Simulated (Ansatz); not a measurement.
# wB97M-V/aug-cc-pVTZ run of OH− (hydroxide)

What is the energy change on altering one bond length of OH− (hydroxide) at wB97M-V/aug-cc-pVTZ? 

The calculation is run with Ansatz 0.2.0.

### Step 1. The structure to begin with

The species is OH− (2 atoms), meant as a singlet with charge -1. As SMILES, `[OH-]`. The coordinates come from a PBE0-D4/def2-TZVPD relaxation.

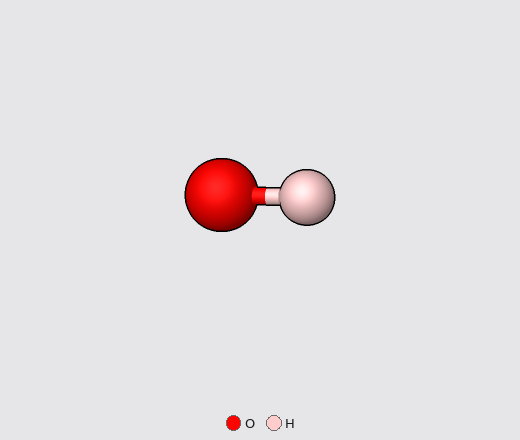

Viewed from a chosen angle; oxygen red, hydrogen pink.

### Step 2. A single-point energy at wB97M-V/aug-cc-pVTZ

Contents of in.yaml:

```yaml
crystal:
  periodic: [false, false, false]
  atoms:
    - {symbol: O, position_ang: [0.411800, -0.131800, 0.212500]}
    - {symbol: H, position_ang: [-0.411800, 0.131800, -0.212500]}
basis:
  gaussian:
    orbitals: aug-cc-pVTZ
output:
  orbitals: {seedname: orbitals}
accuracy: high
hamiltonian:
  xc: {name: wB97M-V}
total_charge: -1
```

Run with:

```console
$ ansatz run in.yaml --threads 1 --pin off --max-ram 3480MiB --events-out events.jsonl --progress --plain --runs-dir runs
```

Log:

```text
Warning: RAYON_NUM_THREADS=1 ignored (pool sized by the plan → 1); use --threads N
Functional definition: wB97M-V
  name "wB97M-V"
  parameter omega = 0.3/bohr
  parameter cx = 0.15
  parameter cx01 = 1.007
  parameter cx10 = 0.259
  parameter css00 = 0.443
  parameter css04 = -1.437
  parameter css10 = -4.535
  parameter css20 = -3.390
  parameter css43 = 4.278
  parameter cos00 = 1.000
  parameter cos10 = 1.358
  parameter cos20 = 2.924
  parameter cos21 = -8.812
  parameter cos60 = -1.390
  parameter cos61 = 9.142
  parameter b = 6.0
  parameter c = 0.01
  gx(w, u) = 1 - cx + cx01*u + cx10*w
  gss(w, u) = css00 + css04*u^4 + css10*w + css20*w^2 + css43*w^4*u^3
  gos(w, u) = cos00 + cos10*w + (cos20 + cos21*u)*w^2 + (cos60 + cos61*u)*w^6
  exchange = spin_sum(e_x_unif_sr(omega)*gx(b97_w, b97_u_x)) + cx*exact_x_sr(omega) + exact_x_lr(omega)
  correlation = spin_sum(e_c_pw_mod_same_spin*gss(b97_w, b97_u_same))
      + integral(e_c_pw_mod_opposite_spin*gos(b97_w_opposite, b97_u_opposite)) + vv10(b, c)
898 factors; integrals over basis functions are off by at most 3.4e-9 eV
196 factors; integrals over basis functions are off by at most 2.4e-9 eV
mean field evaluation 1: about -2060.7963 eV, gradient 3.4e1 eV
mean field evaluation 2: about -2059.5114 eV, gradient 4.7e1 eV
mean field evaluation 4: about -2062.7298 eV, gradient 3.8e-1 eV
mean field evaluation 8: about -2062.7317 eV, gradient 3.3e-2 eV
mean field evaluation 16: about -2062.7317 eV, gradient 5.0e-6 eV
mean field -2062.73167240 eV, -75.8039907909 hartree, gradient 7.3e-8 eV, S^2 0.000000; 0 other end points of the search recorded, 0 dependent functions left out
reference -2062.73167534 eV, -75.8039908990 hartree; 5, 5 occupied and 64, 64 virtual orbitals, 898 factors
Total energy: -2062.73167534 eV, -75.8039908990 hartree
```

Wall time 6.6 s (1 thread of Arm Neoverse V1, shared host); peak memory 0.17 GiB.

### Step 3. The distorted shape, same level

Contents of in.yaml:

```yaml
crystal:
  periodic: [false, false, false]
  atoms:
    - {symbol: O, position_ang: [0.823580, -0.263594, 0.424990]}
    - {symbol: H, position_ang: [-0.411800, 0.131800, -0.212500]}
basis:
  gaussian:
    orbitals: aug-cc-pVTZ
total_charge: -1
hamiltonian:
  xc: {name: wB97M-V}
accuracy: high
output: {orbitals: {seedname: orbitals}}
```

Run with:

```console
$ ansatz run in.yaml --threads 1 --pin off --max-ram 3480MiB --events-out events.jsonl --progress --plain --runs-dir runs
```

Log (excerpt; [...] marks lines left out):

```text
Warning: RAYON_NUM_THREADS=1 ignored (pool sized by the plan → 1); use --threads N
Functional definition: wB97M-V
  name "wB97M-V"
[...]
  gx(w, u) = 1 - cx + cx01*u + cx10*w
  gss(w, u) = css00 + css04*u^4 + css10*w + css20*w^2 + css43*w^4*u^3
  gos(w, u) = cos00 + cos10*w + (cos20 + cos21*u)*w^2 + (cos60 + cos61*u)*w^6
[...]
      + integral(e_c_pw_mod_opposite_spin*gos(b97_w_opposite, b97_u_opposite)) + vv10(b, c)
928 factors; integrals over basis functions are off by at most 3.4e-9 eV
209 factors; integrals over basis functions are off by at most 2.1e-9 eV
[...]
mean field -2060.50254051 eV, -75.7220717050 hartree, gradient 4.8e-8 eV, S^2 0.000000; 0 other end points of the search recorded, 0 dependent functions left out
reference -2060.50254484 eV, -75.7220718641 hartree; 5, 5 occupied and 64, 64 virtual orbitals, 928 factors
Total energy: -2060.50254484 eV, -75.7220718641 hartree
```

Wall time 6.6 s (1 thread of Arm Neoverse V1, shared host); peak memory 0.17 GiB.

### Step 4. Results

At wB97M-V/aug-cc-pVTZ:

| quantity | value |
| --- | --- |
| first shape: total energy | -75.80399 Eh |
| first shape: HOMO energy | -1.67 eV |
| first shape: LUMO energy | 4.38 eV |
| first shape: HOMO–LUMO gap (to an unbound level, set by the basis) | 6.06 eV |
| distorted shape: total energy | -75.72207 Eh |
| distorted shape: HOMO energy | -2.05 eV |
| distorted shape: LUMO energy | 4.38 eV |
| distorted shape: HOMO–LUMO gap (to an unbound level, set by the basis) | 6.43 eV |
| energy change with the O1–H2 bond stretched from 0.964 to 1.445 Å | 2.229 eV |

In words: With the O1–H2 bond stretched from 0.964 to 1.445 Å the energy rises by 2.23 eV (215 kJ/mol). The first shape isn't relaxed at this level, so the change isn't measured from a minimum.
